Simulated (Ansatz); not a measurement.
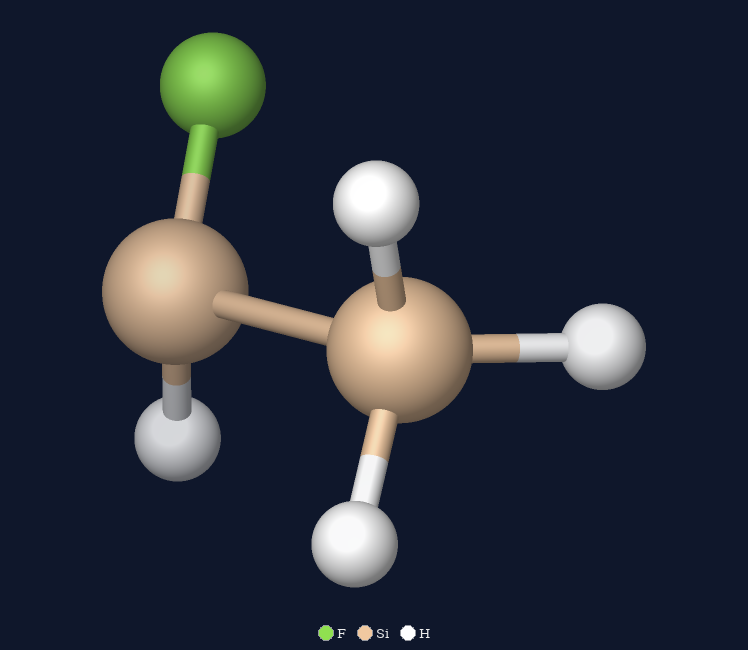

The picture shows a molecular structure as a ball-and-stick model. Every bond is drawn as one stick, whatever its order.

State: neutral, doublet. Computed geometry: PBE0-D4/def2-TZVP optimisation.

Question: What is the molecular formula?

Answer: FH₄Si₂, 7 atoms: 1 fluorine, 4 hydrogen and 2 silicon.

Question: Give the symmetry (Schoenflies symbol).

Answer: C1.

Question: Name some functional groups or characteristic bonds that it holds.

Answer: Among them: Si–H bond.

Question: How many sets of symmetry-equivalent atoms are there?

Answer: 7: 1 F, 1 Si, 1 Si, 1 H, 1 H, 1 H, 1 H.

Question: What is its SMILES?

Answer: F[SiH][SiH3]

The parts below concern this one geometry. Atoms keep their numbers from picture to picture.

## Charges

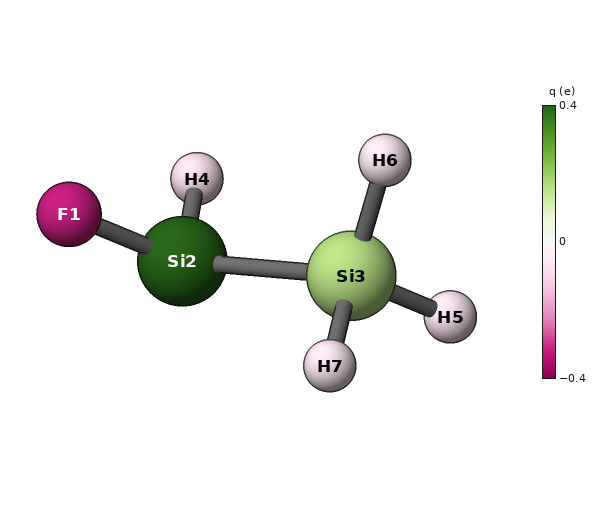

Atoms are coloured by their Mulliken charges. Method: UKS r2SCAN-D4/def2-TZVPP (Ansatz 0.2.0).

List the Mulliken charges.

| atom | value (e) |
| --- | --- |
| F1 | −0.32 |
| Si2 | 0.39 |
| Si3 | 0.16 |
| H4 | −0.07 |
| H5 | −0.06 |
| H6 | −0.05 |
| H7 | −0.05 |

## Dipole moment

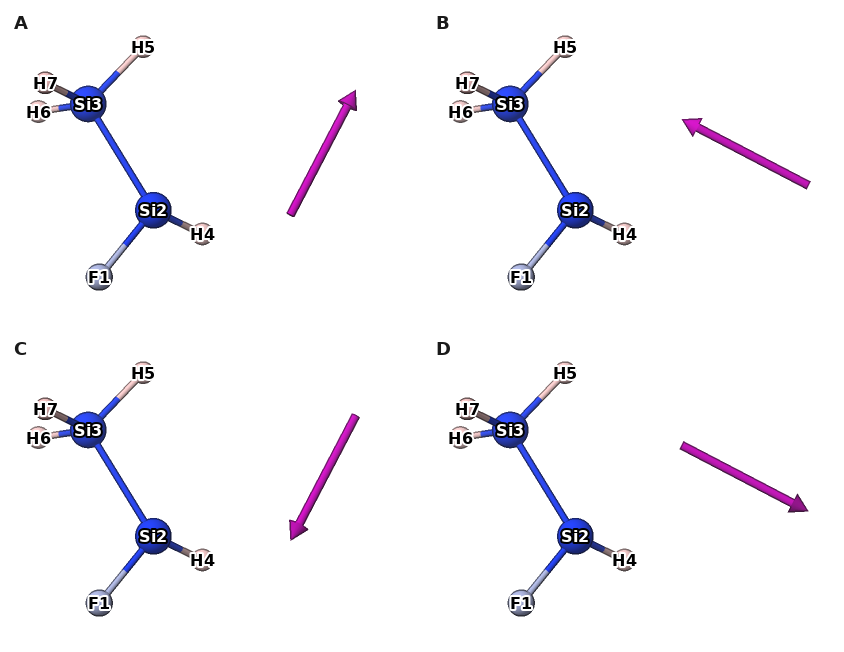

The same molecule four times, each with an arrow. Method: UKS ωB97M-V/def2-TZVPP (Ansatz 0.2.0).

Question: Which arrow points along the dipole moment, from the negative to the positive end?

Answer: A. The dipole moment is 1.20 D; it points from the side of F1 to the side of H5 (the outermost atoms at the two ends).

## Vibrations

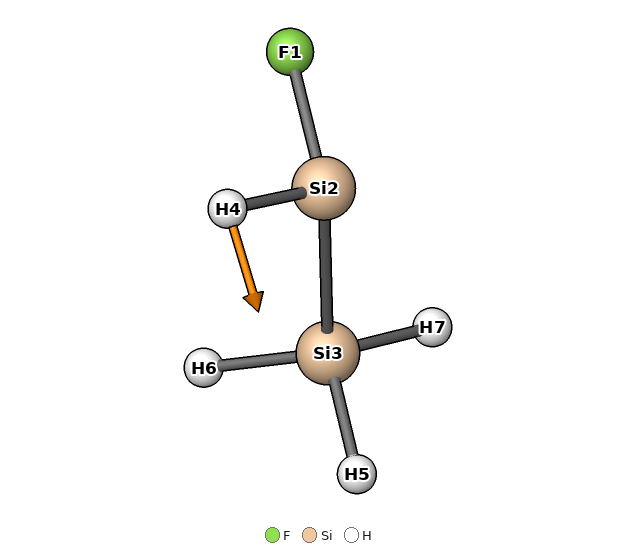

The arrows show one normal mode. Harmonic vibrations computed with UKS PBE0-D4/def2-TZVP (Ansatz 0.2.0) at a stationary point of the same level.

Question: What kind of motion is it?

Answer: Mostly angle bending.

Question: Estimate its harmonic wavenumber.

Answer: 778 cm⁻¹; it is mode 7 of 15 counted from the lowest.

## Thermal motion

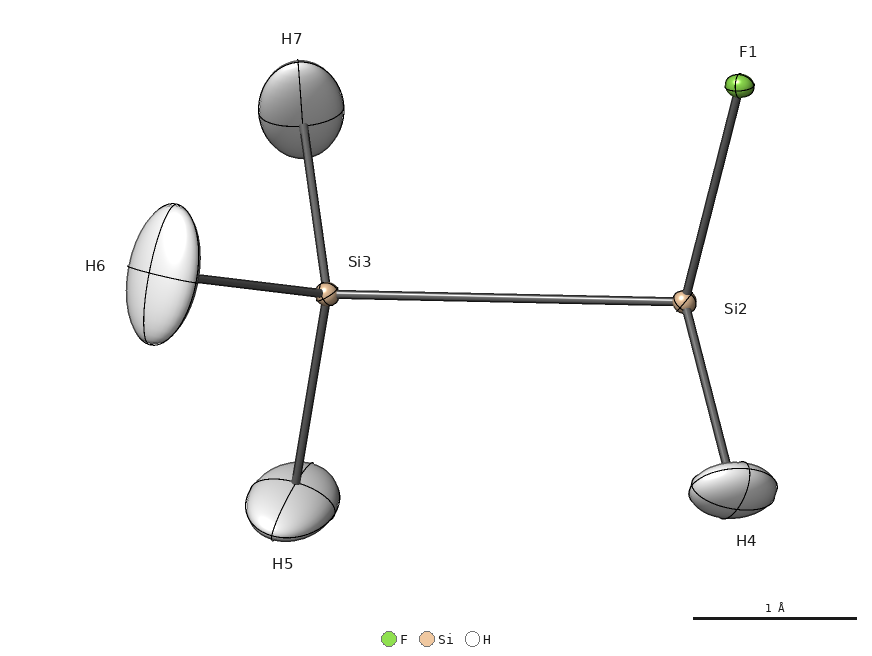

Displacement ellipsoids at the 50 % level, from the internal vibrations of the free molecule (harmonic, no overall translation or rotation; no half-axis is drawn under 0.075 Å). Vibrations computed with UKS PBE0-D4/def2-TZVP (Ansatz 0.2.0). Temperature: 100 K.

Question: Which atom has the largest mean-square displacement?

Answer: H5, with U_eq = 0.0433 Å².

Question: Does H7 move more along its bond or across it?

Answer: Across it: the root-mean-square amplitude is 0.086 Å along the bond and up to 0.293 Å across, since bending and torsion are softer than stretching.

Give the displacement parameters, one line for each set of equivalent atoms.

```csv
atom,U_eq (Å²),rms amplitudes (Å)
F1,0.0019,"0.025, 0.037, 0.060"
Si2,0.00095,"0.023, 0.030, 0.038"
Si3,0.00057,"0.011, 0.017, 0.036"
H4,0.0217,"0.092, 0.153, 0.183"
H5,0.0433,"0.089, 0.176, 0.302"
H6,0.0395,"0.086, 0.175, 0.284"
H7,0.0405,"0.086, 0.169, 0.293"
```

Mulliken values depend strongly on the basis set and can even reverse the polarity of a bond.
